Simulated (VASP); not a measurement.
# LaSi3Rh: structure and properties in VASP

Aim: relax LaSi3Rh with LDA, compute its properties on that cell and hold them against experiment. The steps: full relaxation (LDA), second relaxation, single point with fields (LDA), band structure (LDA), density of states (LDA), zone-centre phonons (LDA) and band structure (LDA), changed input. The start is a computed cell from the Materials Project.

Method: LDA; plane waves and PAW (La, Si, Rh_pv), in VASP 6.6.1.

The experiments to compare with:

“Specific heat and muSR study on the noncentrosymmetric superconductor LaRhSi3” (2011, arxiv:1108.0193) reports for LaRhSi3, BaNiSn3-type tetragonal, by powder X-ray diffraction (arc-melted polycrystal annealed at 900 C, powdered, 300 K): lattice constant a (a from X-ray Rietveld refinement) 4.2694 ± 0.0003 Å [room-temperature value]; lattice constant c (c from X-ray Rietveld refinement) 9.8357 ± 0.001 Å [room-temperature value].

**1. Starting point**

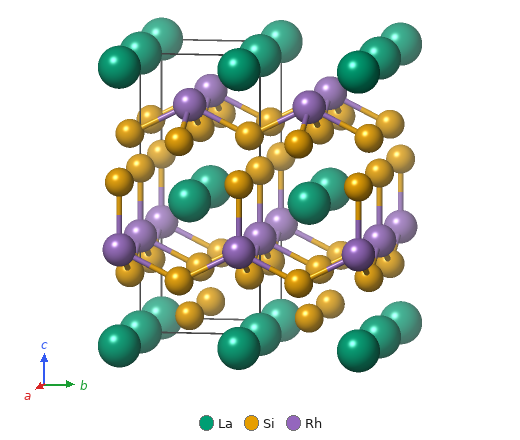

The starting structure, seen slightly off an axis (lanthanum teal, silicon orange, rhodium purple). 2×2×1 cells are drawn. This picture shows the conventional cell, with its axes. Some periodic images of atoms are drawn too.

Structure file:

```cif
data_structure
_symmetry_space_group_name_H-M 'P 1'
_symmetry_Int_Tables_number 1
_cell_length_a 4.2697
_cell_length_b 4.2697
_cell_length_c 5.7850
_cell_angle_alpha 111.656
_cell_angle_beta 68.344
_cell_angle_gamma 90.000
_cell_volume 89.96
loop_
_atom_site_label
_atom_site_type_symbol
_atom_site_fract_x
_atom_site_fract_y
_atom_site_fract_z
_atom_site_occupancy
La1 La 0.99950 0.00050 0.00100 1
Si2 Si 0.41193 0.58807 0.17614 1
Si3 Si 0.26202 0.23798 0.47596 1
Si4 Si 0.76202 0.73798 0.47596 1
Rh5 Rh 0.65453 0.34547 0.69094 1
```

**2. Full relaxation (LDA)**

The start need not lie at this functional's minimum. ISIF = 3 frees volume, shape and positions, and EDIFFG sets the threshold on forces and stress at which the search stops. LDA, the lowest rung, knows the local density alone.

The input, INCAR:

```
SYSTEM = LaSi3Rh
PREC = Accurate
ENCUT = 400
EDIFF = 1E-06
NELM = 100
ISMEAR = 0
SIGMA = 0.05
LREAL = .FALSE.
ALGO = Normal
GGA = CA
NBANDS = 25
LASPH = .TRUE.
LORBIT = 11
LWAVE = .FALSE.
LCHARG = .FALSE.
KPAR = 4
IBRION = 2
NSW = 60
ISIF = 3
EDIFFG = -0.01
```

The input, POSCAR:

```
LaSi3Rh
1.0
    0.0000000000     -4.2697357800      0.0000000000
   -4.2697357800      0.0000000000      0.0000000000
    2.1348678900     -2.1348678900     -4.9346317700
La Si Rh
1 3 1
Direct
    0.9994988900      0.0005011100      0.0010022200
    0.4119316800      0.5880683200      0.1761366400
    0.2620189200      0.2379810800      0.4759621600
    0.7620189200      0.7379810800      0.4759621600
    0.6545305800      0.3454694200      0.6909388400
```

The input, KPOINTS:

```
Automatic mesh
0
Gamma
6 6 6
0 0 0
```

Potentials, in the order of the species: La, Si and Rh_pv (LDA family, release 64).

Launch:

```console
mpirun -np 4 vasp_std
```

The program printed:

```text
[banner, memory and clock lines left out]
running    4 mpi-ranks, on    1 nodes
 distrk:  each k-point on    1 cores,    4 groups
 distr:  one band on    1 cores,    1 groups

 POSCAR found type information on POSCAR LaSiRh
 POSCAR found :  3 types and       5 ions
 LDA part: xc-table for (Slater(with rela. corr.)+CA(PZ))
 , standard interpolation
 POSCAR, INCAR and KPOINTS ok, starting setup
 FFT: planning ... GRIDC
 FFT: planning ... GRID_SOFT
 FFT: planning ... GRID
 WAVECAR not read
 entering main loop
       N       E                     dE             d eps       ncg     rms          rms(c)
DAV:   1     0.242592829812E+03    0.24259E+03   -0.15345E+04  1908   0.162E+03
DAV:   2     0.579933624109E+01   -0.23679E+03   -0.22710E+03  1592   0.312E+02
DAV:   3    -0.344894900524E+02   -0.40289E+02   -0.38487E+02  2317   0.113E+02
DAV:   4    -0.373900136952E+02   -0.29005E+01   -0.28806E+01  2525   0.388E+01
DAV:   5    -0.375025923456E+02   -0.11258E+00   -0.11201E+00  2286   0.591E+00    0.127E+01
DAV:   6    -0.373213680348E+02    0.18122E+00   -0.15096E+01  2183   0.247E+01    0.595E+00
DAV:   7    -0.366631638172E+02    0.65820E+00   -0.51135E+00  2216   0.175E+01    0.408E+00
DAV:   8    -0.366641967805E+02   -0.10330E-02   -0.84521E-01  2328   0.443E+00    0.137E+00
DAV:   9    -0.366257071656E+02    0.38490E-01   -0.29418E-01  2272   0.346E+00    0.318E-01
DAV:  10    -0.366259473925E+02   -0.24023E-03   -0.13861E-02  2304   0.750E-01    0.185E-01
DAV:  11    -0.366257665968E+02    0.18080E-03   -0.14348E-03  2480   0.249E-01    0.781E-02
DAV:  12    -0.366257576590E+02    0.89378E-05   -0.25623E-04  2392   0.915E-02    0.195E-02
DAV:  13    -0.366257573956E+02    0.26343E-06   -0.25214E-05  2192   0.377E-02    0.518E-03
DAV:  14    -0.366257574930E+02   -0.97489E-07   -0.11110E-06  1608   0.957E-03
   1 F= -.36625757E+02 E0= -.36624636E+02  d E =-.366258E+02
 curvature:   0.00 expect dE= 0.000E+00 dE for cont linesearch  0.000E+00
 trial: gam= 0.00000 g(F)=  0.557E-02 g(S)=  0.254E+00 ort = 0.000E+00 (trialstep = 0.100E+01)
 search vector abs. value=  0.260E+00
 bond charge predicted
       N       E                     dE             d eps       ncg     rms          rms(c)
DAV:   1    -0.409957855141E+02   -0.43700E+01   -0.75129E+01  1998   0.794E+01    0.224E+01
DAV:   2    -0.392183913023E+02    0.17774E+01   -0.71429E+01  1866   0.615E+01    0.106E+01
DAV:   3    -0.366234856199E+02    0.25949E+01   -0.13682E+01  2159   0.357E+01    0.478E+00
DAV:   4    -0.366373181097E+02   -0.13832E-01   -0.17932E+00  2351   0.776E+00    0.308E+00
DAV:   5    -0.366406231213E+02   -0.33050E-02   -0.48410E-01  2262   0.524E+00    0.274E+00
DAV:   6    -0.365951465807E+02    0.45477E-01   -0.21105E-01  2600   0.364E+00    0.440E-01
DAV:   7    -0.365972407196E+02   -0.20941E-02   -0.19609E-02  2423   0.739E-01    0.340E-01
DAV:   8    -0.365972205575E+02    0.20162E-04   -0.22676E-03  2349   0.348E-01    0.149E-01
DAV:   9    -0.365970427416E+02    0.17782E-03   -0.14653E-03  2535   0.264E-01    0.343E-02
DAV:  10    -0.365970623373E+02   -0.19596E-04   -0.16839E-04  2447   0.716E-02    0.313E-02
DAV:  11    -0.365970586290E+02    0.37083E-05   -0.16990E-05  2448   0.304E-02    0.158E-02
DAV:  12    -0.365970569193E+02    0.17097E-05   -0.44988E-06  1934   0.144E-02    0.786E-03
DAV:  13    -0.365970565043E+02    0.41500E-06   -0.84148E-07  1188   0.791E-03
   2 F= -.36597057E+02 E0= -.36595663E+02  d E =0.287010E-01
[...]
3 F= -.36687385E+02 E0= -.36686384E+02  d E =-.616277E-01
[...]
4 F= -.36687390E+02 E0= -.36686388E+02  d E =-.616330E-01
[...]
5 F= -.36688161E+02 E0= -.36687257E+02  d E =-.770389E-03
[...]
6 F= -.36688168E+02 E0= -.36687274E+02  d E =-.777058E-03
 curvature:  -0.50 expect dE=-0.884E-04 dE for cont linesearch -0.527E-07
 trial: gam= 0.09476 g(F)=  0.354E-04 g(S)=  0.140E-03 ort =-0.129E-04 (trialstep = 0.915E+00)
 search vector abs. value=  0.187E-03
 bond charge predicted
       N       E                     dE             d eps       ncg     rms          rms(c)
DAV:   1    -0.366885901295E+02   -0.42233E-03   -0.22559E-02  1886   0.190E+00    0.158E-01
DAV:   2    -0.366884708732E+02    0.11926E-03   -0.66103E-03  2323   0.781E-01    0.968E-02
DAV:   3    -0.366882801808E+02    0.19069E-03   -0.11431E-03  2320   0.290E-01    0.372E-02
DAV:   4    -0.366882429977E+02    0.37183E-04   -0.21649E-04  2536   0.107E-01    0.112E-02
DAV:   5    -0.366882414689E+02    0.15288E-05   -0.26449E-05  2293   0.376E-02    0.580E-03
DAV:   6    -0.366882414653E+02    0.35329E-08   -0.17226E-06  1629   0.122E-02
   7 F= -.36688241E+02 E0= -.36687337E+02  d E =-.739090E-04
 trial-energy change:   -0.000074  1 .order   -0.000076   -0.000159    0.000007
 step:   0.8779(harm=  0.8779)  dis= 0.00101  next Energy=   -36.688244 (dE=-0.765E-04)
 reached required accuracy - stopping structural energy minimisation
```

Elapsed: 33 s, on 4 MPI ranks of Intel Xeon 6975P-C (Granite Rapids), shared host; peak memory 0.82 GiB.

The logs omit lines about the potential files and the build; timing stands in the text.

Parts of OUTCAR (step 2):

```text
ion  position               nearest neighbor table
   1  0.999  0.001  0.001-   2 3.14   2 3.14   2 3.14   2 3.14   4 3.17   3 3.17   4 3.17   3 3.17
                             4 3.36   3 3.36   3 3.36   4 3.36   5 3.38   5 3.38   5 3.38   5 3.38
   2  0.412  0.588  0.176-   5 2.39   3 2.60   4 2.60   3 2.60   4 2.60   1 3.14   1 3.14   1 3.14
                             1 3.14
   3  0.262  0.238  0.476-   5 2.38   5 2.38   2 2.60   2 2.60   4 3.02   4 3.02   4 3.02   4 3.02
                             1 3.17   1 3.17   1 3.36   1 3.36
   4  0.762  0.738  0.476-   5 2.38   5 2.38   2 2.60   2 2.60   3 3.02   3 3.02   3 3.02   3 3.02
                             1 3.17   1 3.17   1 3.36   1 3.36
   5  0.655  0.345  0.691-   3 2.38   4 2.38   3 2.38   4 2.38   2 2.39   1 3.38   1 3.38   1 3.38
                             1 3.38   1 3.40

  LATTYP: Found a body centered tetragonal cell.
 ALAT       =     4.2697357800
 C/A-ratio  =     2.3114459649

 Subroutine GETGRP returns: Found  8 space group operations
 (whereof  8 operations were pure point group operations)

The static configuration has the point symmetry C_4v.

 Found     30 irreducible k-points:

   k-points           NKPTS =     30   k-points in BZ     NKDIM =     30   number of bands    NBANDS=     25

   dimension x,y,z NGX =    28 NGY =   28 NGZ =   40
   dimension x,y,z NGXF=    56 NGYF=   56 NGZF=   80

   ENCUT  =  400.0 eV  29.40 Ry    5.42 a.u.   6.96  6.96  9.43*2*pi/ulx,y,z

   NELECT =      38.0000    total number of electrons

 k-points in reciprocal lattice and weights: Automatic mesh
   0.00000000  0.00000000  0.00000000       0.005
   0.16666667  0.00000000  0.00000000       0.037
   0.33333333  0.00000000  0.00000000       0.037
   0.50000000  0.00000000  0.00000000       0.019
   0.16666667  0.16666667  0.00000000       0.019
   0.33333333  0.16666667  0.00000000       0.074
   0.50000000  0.16666667  0.00000000       0.074
  -0.33333333  0.16666667 -0.00000000       0.074
  -0.16666667  0.16666667 -0.00000000       0.037
[...]
-0.16666667  0.16666667  0.33333333       0.019
   0.00000000  0.00000000  0.50000000       0.005

 average (electrostatic) potential at core
       1 -93.3241       2 -80.7200       3 -80.9621       4 -80.9621       5 -72.5971

 E-fermi :  10.2125

 k-point     1 :       0.0000    0.0000    0.0000
  band No.  band energies     occupation
    ...
     14       6.8091      2.00000
     15       7.0455      2.00000
     16       7.4905      2.00000
     17       8.3800      2.00000
     18       8.3800      2.00000
     19      10.4302      0.00000
     20      10.4302      0.00000
     21      11.4643      0.00000
     22      11.6566      0.00000
     23      12.3279      0.00000
    ...

 k-point     2 :       0.1667    0.0000    0.0000
  band No.  band energies     occupation
    ...
     16       7.5716      2.00000
     17       8.4662      2.00000
     18       8.6887      2.00000
     19       9.5261      2.00000
     20       9.8502      2.00000
     21      11.4895      0.00000
     22      11.9819      0.00000
     23      12.3942      0.00000
     24      12.4314      0.00000
     25      12.5110      0.00000

 k-point     3 :       0.3333    0.0000    0.0000
  band No.  band energies     occupation
    ...
     16       7.8231      2.00000
     17       8.2101      2.00000
     18       8.7160      2.00000
     19       9.2455      2.00000
     20       9.8132      2.00000
     21      11.6063      0.00000
     22      12.2275      0.00000
     23      12.4436      0.00000
     24      12.5071      0.00000
     25      12.5892      0.00000

  Total       -0.0474332     -0.0474332     -0.0233598      0.0000000      0.0000000      0.0000000
  in kB       -0.8792713     -0.8792713     -0.4330221      0.0000000      0.0000000      0.0000000
  external PRESSURE =      -0.7305216 kB  Pullay stress =       0.0000000 kB

  energy-cutoff  :      400.00
  volume of cell :       86.43
      direct lattice vectors                 reciprocal lattice vectors
     0.000000000 -4.213551943  0.000000000     0.000000000 -0.237329458  0.102706138
    -4.213551943  0.000000000  0.000000000    -0.237329458  0.000000000 -0.102706138
     2.106775972 -2.106775972 -4.868258207    -0.000000000  0.000000000 -0.205412276

 POSITION                                       TOTAL-FORCE (eV/Angst)
 -----------------------------------------------------------------------------------
     -0.00000     -4.21355     -0.00245         0.000000     -0.000000      0.002657
     -2.10678     -2.10678     -0.84810        -0.000000      0.000000     -0.006692
      0.00000     -2.10678     -2.31914         0.000000     -0.000000      0.000546
     -2.10678     -4.21355     -2.31914         0.000000     -0.000000      0.000546
      0.00000     -4.21355     -3.37141         0.000000     -0.000000      0.002943
 -----------------------------------------------------------------------------------
    total drift:                               -0.000030      0.000030     -0.001934

  FREE ENERGIE OF THE ION-ELECTRON SYSTEM (eV)
  ---------------------------------------------------
  free  energy   TOTEN  =       -36.6882414653 eV

  energy  without entropy=      -36.6864329802  energy(sigma->0) =      -36.68733722

 reached required accuracy - stopping structural energy minimisation

 total charge
# of ion       s       p       d       f       tot
--------------------------------------------------
    1        2.030   5.636   0.806   0.190   8.663
    2        0.786   0.885   0.000   0.000   1.672
    3        0.785   0.850   0.000   0.000   1.635
    4        0.785   0.850   0.000   0.000   1.635
    5        0.443   6.397   7.329   0.000  14.169
--------------------------------------------------
tot          4.829  14.618   8.136   0.190  27.773

[... 3 further parts left out ...]
```

CONTCAR:

```
LaSi3Rh
   1.00000000000000
     0.0000000000000000   -4.2135519432019830    0.0000000000000000
    -4.2135519432019830    0.0000000000000000    0.0000000000000000
     2.1067759716009915   -2.1067759716009915   -4.8682582065663533
  La              Si              Rh
     1     3     1
Direct
     0.9997480739468333    0.0002519260531667    0.0005038521063262
     0.4128950033169663    0.5871049966830337    0.1742099933660745
     0.2618099615530028    0.2381900384469971    0.4763800768940013
     0.7618099615530030    0.7381900384469970    0.4763800768940013
     0.6537359896301995    0.3462640103698004    0.6925280207396008
```

The k-mesh is coarse for a metal. The run keeps the 8 symmetry operations of its start, so it cannot find a distortion of lower symmetry.

Step by step:

| step | energy less that of the first step (eV) | largest force (eV/Å) | pressure (GPa) | volume (Å³) |
| --- | --- | --- | --- | --- |
| 1 | 0.0000 | 0.2755 | -5.27 | 89.96 |
| 2 | 0.0287 | 0.3596 | 7.45 | 82.47 |
| 3 | -0.0616 | 0.1522 | -0.07 | 86.47 |
| 4 | -0.0616 | 0.1557 | 0.05 | 86.40 |
| 5 | -0.0624 | 0.0223 | 0.05 | 86.37 |
| 6 | -0.0624 | 0.0200 | 0.05 | 86.37 |
| 7 | -0.0625 | 0.0067 | -0.07 | 86.43 |

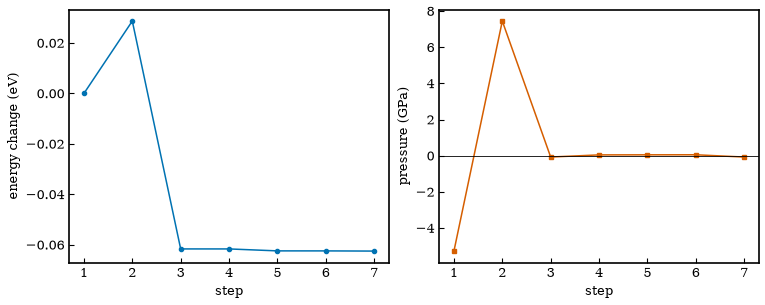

Energy and pressure along the relaxation.

| conventional cell, symmetrised | before | after | change |
| --- | --- | --- | --- |
| a (Å) | 4.270 | 4.214 | -1.3 % |
| b (Å) | 4.270 | 4.214 | -1.3 % |
| c (Å) | 9.869 | 9.737 | -1.3 % |
| volume (Å³/atom) | 17.99 | 17.29 | -3.9 % |

The relaxed structure:

```xyz
5
Lattice="0.0000 -4.2136 0.0000 -4.2136 0.0000 0.0000 2.1068 -2.1068 -4.8683" Properties=species:S:1:pos:R:3 pbc="T T T"
La    0.0000   -4.2136   -0.0025
Si   -2.1068   -2.1068   -0.8481
Si    0.0000   -2.1068   -2.3191
Si   -2.1068   -4.2136   -2.3191
Rh    0.0000   -4.2136   -3.3714
```

This step gave:

```
electrons                       : 38
bands                           : 25
irreducible k-points            : 30
symmetry operations             : 8
free energy (TOTEN)             : -36.69 eV
energy at zero smearing         : -36.69 eV
Fermi energy                    : 10.21 eV
pressure                        : -0.07305 GPa
metallic                        : yes
SCF cycles over all ionic steps : 60
```

It ends with a largest force of 0.007 eV/Å and a pressure of -0.07 GPa.

(Part 1 of 5 ends here.)

[Lines on the potential files, build, host, timing and source positions are cut from VASP's logs without a mark.]

[Logs are printed without paths, hosts, clocks, repeated set-up lines and the standing remarks that a program may print on its own settings, such as how far it seeks lower states.]

[Hosts, paths, dates, database ids (printed as entryN), source tags and the programs' standing remarks are cut or masked in the printed files.]

[A measured line is paired with the nearest computed mode of its activity, which favours agreement.]
